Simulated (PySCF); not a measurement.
# CH₁₁O₂PSi₃: what the fields show

```yaml
atoms:
  - { symbol: C, position_ang: [-1.1675, -0.9906, -1.9021] }
  - { symbol: Si, position_ang: [-0.4843, -0.0939, -0.3602] }
  - { symbol: Si, position_ang: [-1.3509, 2.0369, 0.0016] }
  - { symbol: P, position_ang: [-0.6725, -1.5963, 1.3340] }
  - { symbol: O, position_ang: [1.1182, 0.0745, -0.6234] }
  - { symbol: Si, position_ang: [2.6051, 0.0583, 0.0398] }
  - { symbol: O, position_ang: [2.5972, -0.6589, 1.4911] }
  - { symbol: H, position_ang: [-2.2438, -1.1158, -1.8262] }
  - { symbol: H, position_ang: [-0.7277, -1.9778, -2.0205] }
  - { symbol: H, position_ang: [-0.9619, -0.4267, -2.8067] }
  - { symbol: H, position_ang: [-0.7093, 3.0804, -0.8036] }
  - { symbol: H, position_ang: [-1.2438, 2.4677, 1.4024] }
  - { symbol: H, position_ang: [-2.7833, 2.0774, -0.3232] }
  - { symbol: H, position_ang: [-0.5087, -0.6596, 2.3406] }
  - { symbol: H, position_ang: [-2.0517, -1.5229, 1.4086] }
  - { symbol: H, position_ang: [3.4046, -0.6560, -0.9465] }
  - { symbol: H, position_ang: [2.9703, 1.4269, 0.3603] }
  - { symbol: H, position_ang: [2.2011, -1.5173, 1.6290] }
```

Geometry: GFN2-xTB.

The calculation used PBE0/pcSseg-1, SCF density, gas phase, non-relativistic (PySCF 2.14.0).

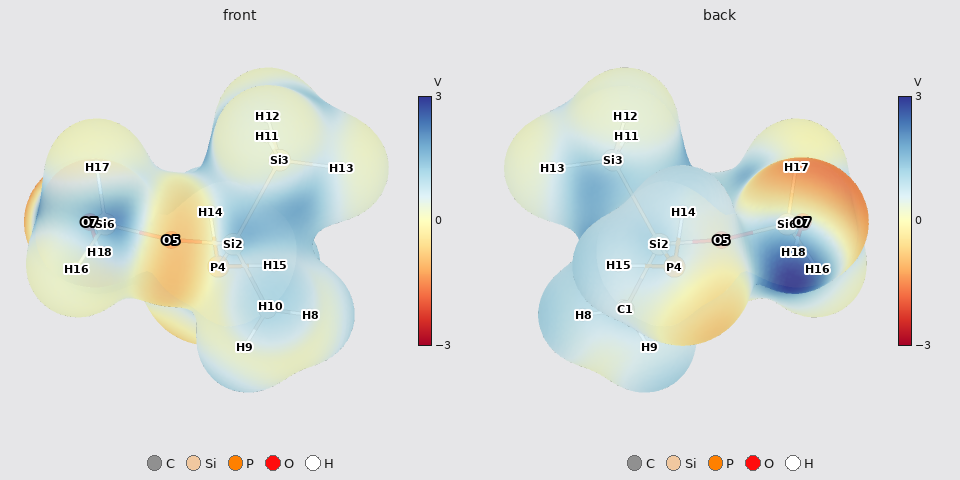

Figure 1. The electrostatic potential painted on the density surface at 0.004 e/bohr³, seen from the front and from behind; red is negative and blue positive.

> Where is the surface potential most negative and most positive?

The most negative region (about −1.6 V) lies over O7, the most positive (about +2.8 V) over H18. O7 is the likeliest acceptor of a hydrogen bond.

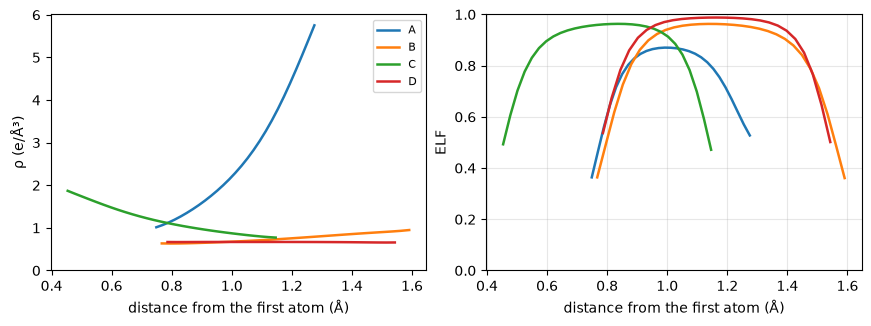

Figure 2. Total electron density and ELF along straight lines between neighbouring atoms. The curves leave out the atomic cores.

> Which curve belongs to which contact (C–Si, Si–O, Si–P and Si–Si)? The first atom named is at distance zero.

Curve A: Si–O (1.62 Å): ρ is about 1.2 e/Å³ halfway; the ELF peaks at about 0.85 between the atoms; a polar covalent bond. Curve B: Si–P (2.27 Å): the density is about 0.73 e/Å³ at the midpoint, with its minimum of 0.63 e/Å³ about 0.8 Å from Si; the ELF peaks at about 0.95 between the atoms; a covalent bond. Curve C: C–Si (1.91 Å): the density is about 0.91 e/Å³ at the midpoint; the ELF peaks at about 0.95 between the atoms: a covalent bond. Curve D: Si–Si (2.33 Å): the density is about 0.67 e/Å³ at the midpoint; the ELF peaks at about 1 between the atoms, as expected for a shared electron pair.
